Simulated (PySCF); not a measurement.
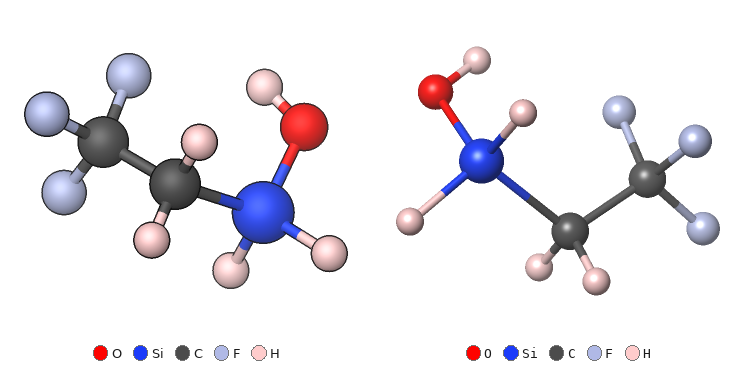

Both panels show the same species.

Identify the structure.

Formula C₂H₅F₃OSi. As SMILES it reads `O[SiH2]CC(F)(F)F`. It has no ring. Among its groups: C–F bond, Si–H bond, Si–O bond. The point group is C1. Coordination: 1 O bent; 1 Si tetrahedral; 2 C tetrahedral.

More results for the same structure follow; atom numbers are the same in all pictures, views and colours differ. The geometry was computed by an optimisation with PBE0-D3(BJ)/def2-SVP. No frequency run is at hand to confirm it as a minimum.

**Geometry**

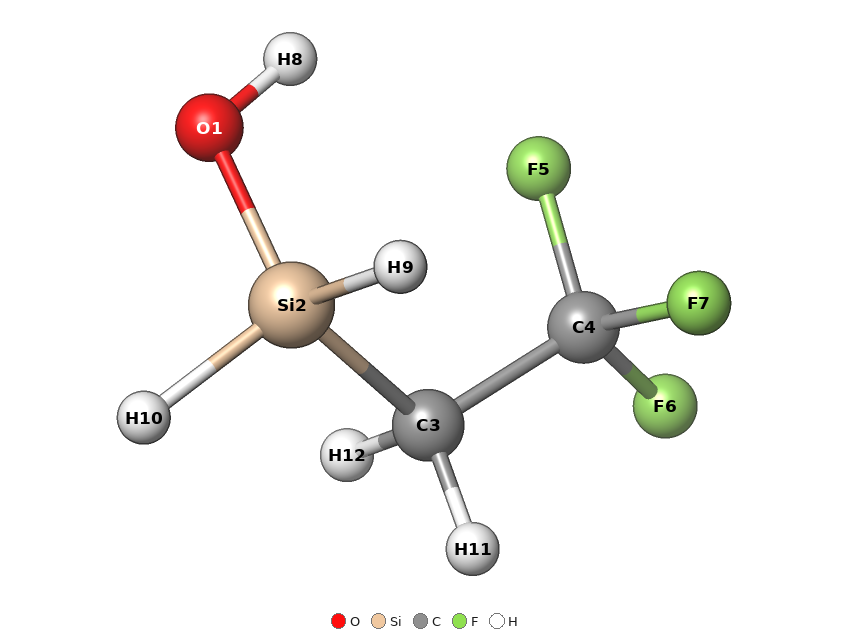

Atoms carry their numbers in the input. No frequency run is at hand to confirm it as a minimum.

Estimate the angles O1–Si2–C3, O1–Si2–H9, O1–Si2–H10, Si2–O1–H8, Si2–C3–C4, C3–Si2–H9, C3–C4–F6, C3–C4–F7, C4–C3–H11, F5–C4–F6, F5–C4–F7, F6–C4–F7.

| angle | degrees |
| --- | --- |
| O1–Si2–C3 | 109.9 |
| O1–Si2–H9 | 112.6 |
| O1–Si2–H10 | 107.2 |
| Si2–O1–H8 | 115.1 |
| Si2–C3–C4 | 114.4 |
| C3–Si2–H9 | 108.7 |
| C3–C4–F6 | 112.9 |
| C3–C4–F7 | 111.9 |
| C4–C3–H11 | 108.1 |
| F5–C4–F6 | 106.6 |
| F5–C4–F7 | 106.6 |
| F6–C4–F7 | 107.4 |

**NMR shielding**

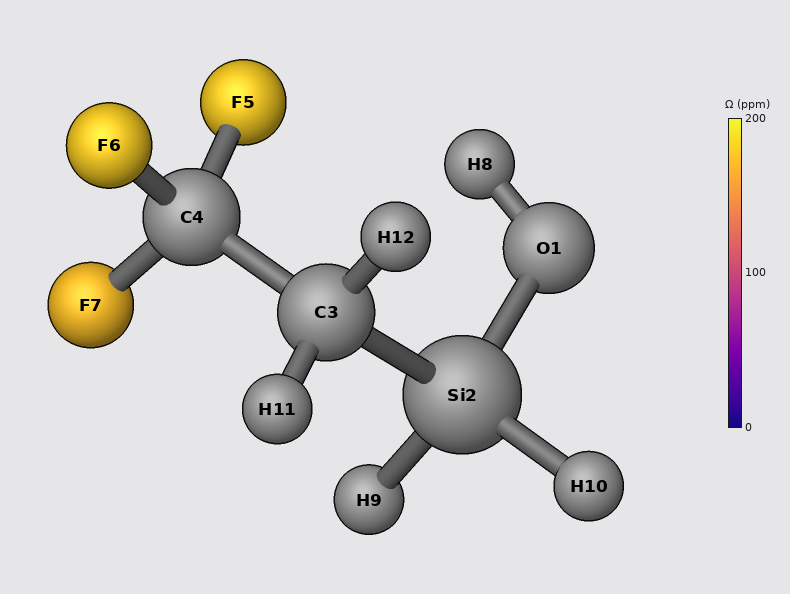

The F atoms are coloured by the span of their shielding tensor. No frequency run is at hand to confirm it as a minimum. Properties computed with GIAO PBE0/cc-pVTZ NMR shielding, non-relativistic, gas phase (PySCF 2.14.0). Principal shieldings σ11 ≤ σ22 ≤ σ33, span Ω = σ33 − σ11, skew κ = 3(σiso − σ22)/Ω.

Give the shielding tensors of the F atoms.

```
atom    σ11    σ22    σ33   σiso      Ω      κ
  F5  161.1  245.9  342.1  249.7  180.9   0.06
  F6  153.3  230.5  334.0  239.3  180.7   0.14
  F7  163.5  259.3  337.5  253.4  174.0  −0.10
```

Shieldings and span in ppm.

**Dipole moment**

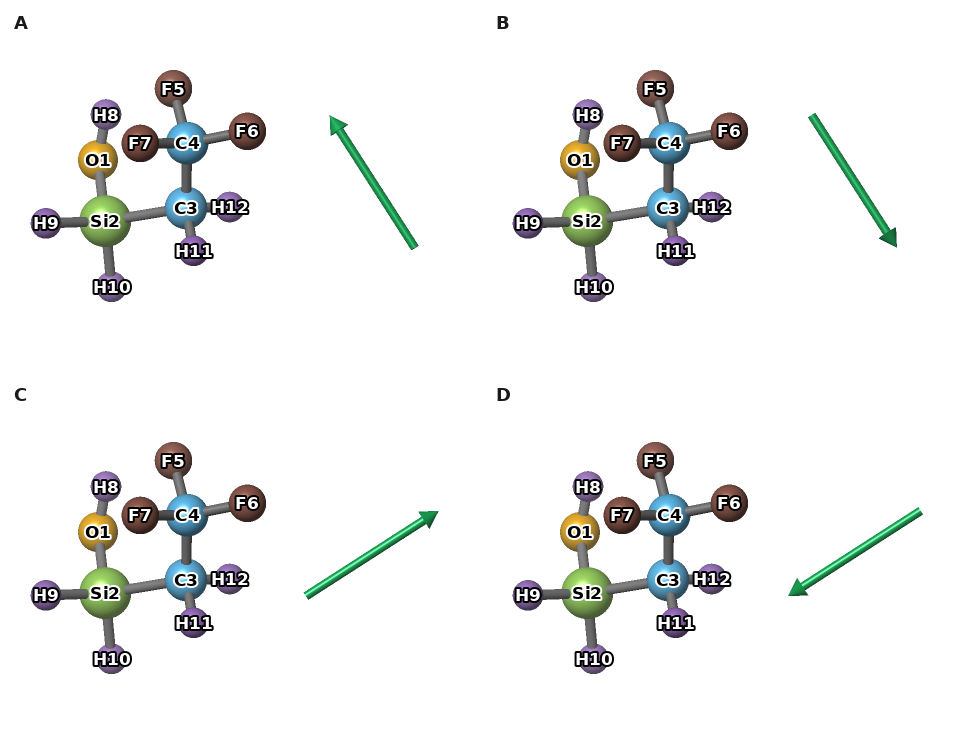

The same molecule four times, each with an arrow. No frequency run is at hand to confirm it as a minimum. Method: PBE0/cc-pVDZ, gas phase (PySCF 2.14.0).

Which arrow points along the dipole moment, from the negative to the positive end?

B. The dipole moment is 1.07 D; it points from the side of H8 to the side of H11 (the outermost atoms at the two ends).

**Charges**

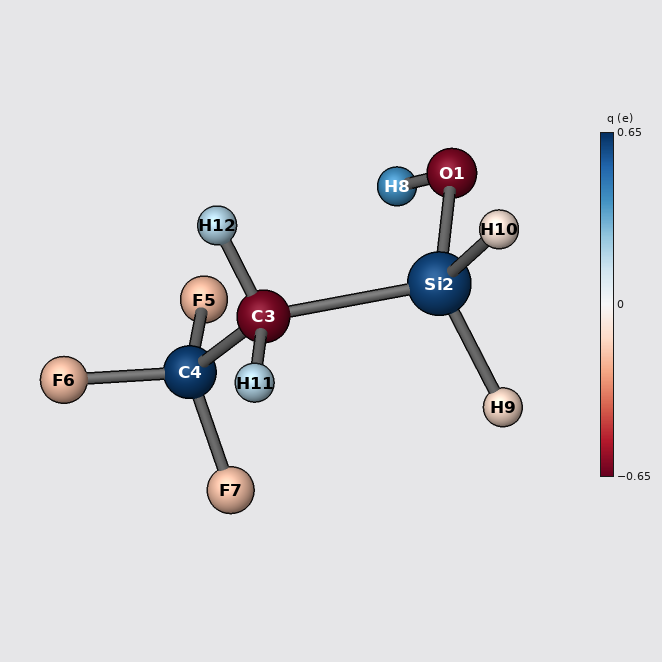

Atoms are coloured by their ESP-fitted charges. No frequency run is at hand to confirm it as a minimum. Properties computed with PBE0/cc-pVDZ, gas phase (PySCF 2.14.0).

List the ESP-fitted charges.

| atom | value (e) |
| --- | --- |
| O1 | −0.61 |
| Si2 | 0.59 |
| C3 | −0.61 |
| C4 | 0.62 |
| F5 | −0.20 |
| F6 | −0.19 |
| F7 | −0.18 |
| H8 | 0.40 |
| H9 | −0.12 |
| H10 | −0.08 |
| H11 | 0.19 |
| H12 | 0.20 |
